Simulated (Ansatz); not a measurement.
# CH₄F₂OSi: what the fields show

```
atom    x (Å)    y (Å)    z (Å)
  Si  -0.0773  -0.0458   0.1795
   H   0.6641   0.1454   1.4424
   F   0.9598  -0.0953  -1.1389
   O  -1.1855   1.1976   0.0102
   C  -2.1273   1.4690  -1.0504
   H  -2.8625   0.6619  -1.1262
   H  -2.6304   2.3996  -0.7900
   H  -1.6081   1.5866  -2.0068
   F  -0.8431  -1.5383   0.1431
```

Method: RKS PBE0/6-31G in Ansatz 0.2.0.

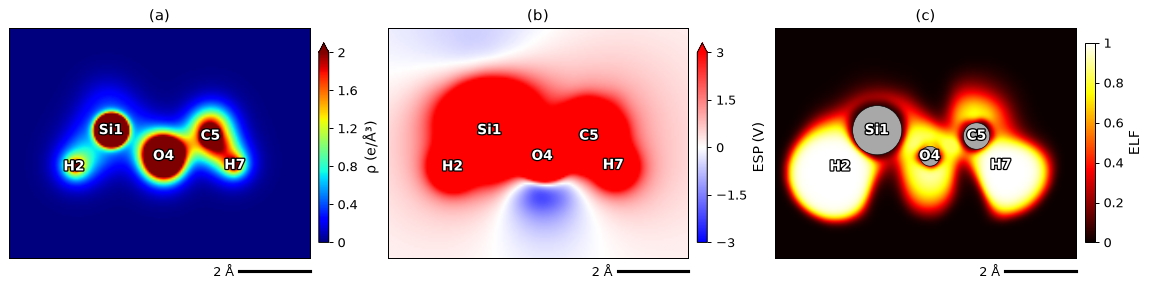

Figure 1. (a) total electron density; (b) molecular electrostatic potential; (c) ELF on the plane of atoms O4, C5 and H7. Grey discs cover the atomic cores in the ELF map.

**Interpret the plot.**

- The plane passes through Si, H, O and C nuclei.
- C–O (1.44 Å): ρ at the midpoint is about 1.7 e/Å³, with its minimum of 1.4 e/Å³ about 0.5 Å from C; the ELF peaks at about 0.80 between the atoms: a shared but strongly polarised pair.
- Si–O (1.67 Å): ρ is about 0.91 e/Å³ halfway; the ELF peaks at about 0.85 between the atoms (a polar covalent bond).
- C–H (1.09 Å): the density is about 1.9 e/Å³ at the midpoint; the ELF climbs to about 1 towards the hydrogen, as it does in any bond to H; an ordinary covalent bond to hydrogen.
- Si–H (1.48 Å): ρ at the midpoint is about 0.72 e/Å³; the ELF climbs to about 1 towards the hydrogen.
- The ELF also peaks beside O4, away from the bonds: lone-pair regions.
- Outside the dense part of the molecule the potential is most negative (−2.1 V) near O4.

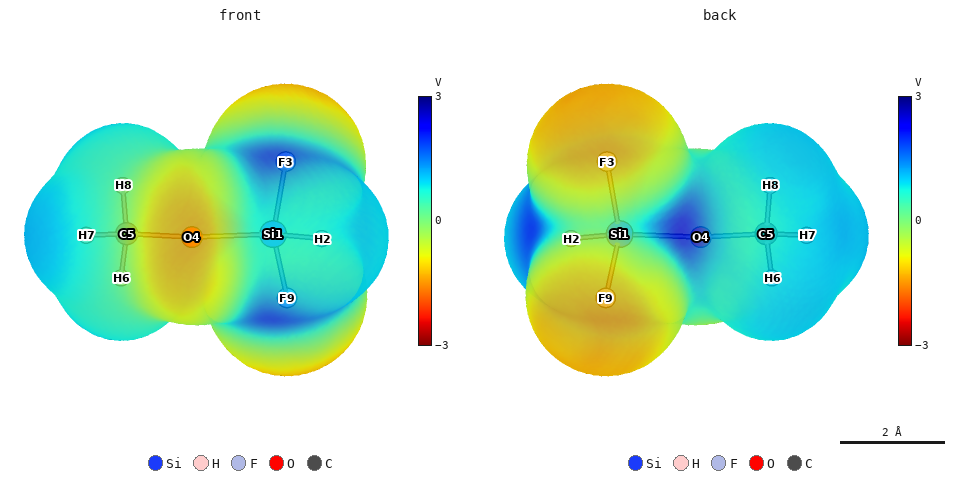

Figure 2. The electrostatic potential painted on the density surface at 0.002 e/bohr³, seen from the front and from behind; the colour scale runs from red (negative) to blue (positive).

**Where is the surface potential most negative and most positive?**

The most negative region (about −1.4 V, or −32 kcal/mol for a unit charge) lies over F3, O4 and F9, the most positive (about +2.0 V, or +46 kcal/mol for a unit charge) over Si1.

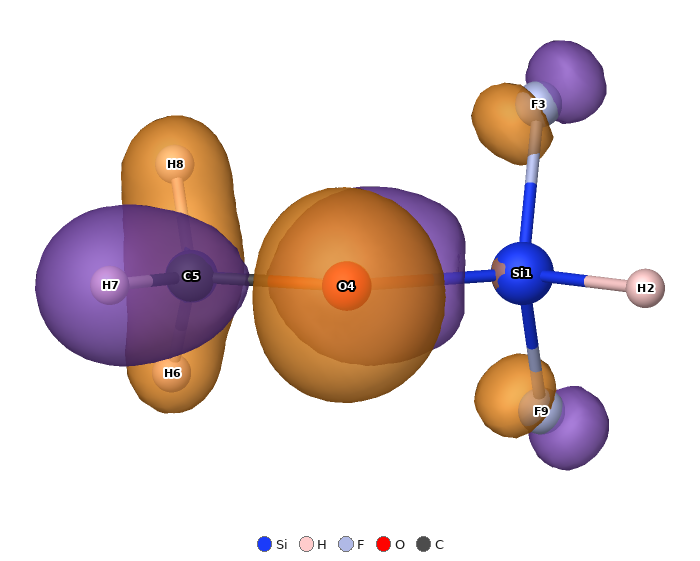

Figure 3. The HOMO−1 at ±0.15 Å⁻³ᐟ² (orange and purple are the two phases), seen across its widest extent.

**Where does this orbital lie, and at what energy?**

It lies mainly on O4 (about 60 %), C5 (about 15 %), H7 (about 10 %) and Si1 (about 5 %). Its energy is −9.37 eV.

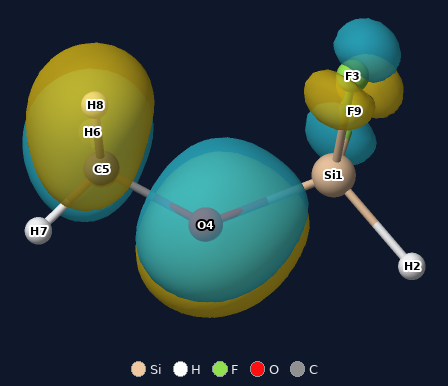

Figure 4. The HOMO at ±0.1 Å⁻³ᐟ² (yellow and cyan are the two phases), seen from one side.

**Where does this orbital lie, and at what energy?**

It lies mainly on O4 (about 60 %), C5 (about 15 %), H6 (about 5 %) and H8 (about 5 %). Its energy is −9.00 eV.
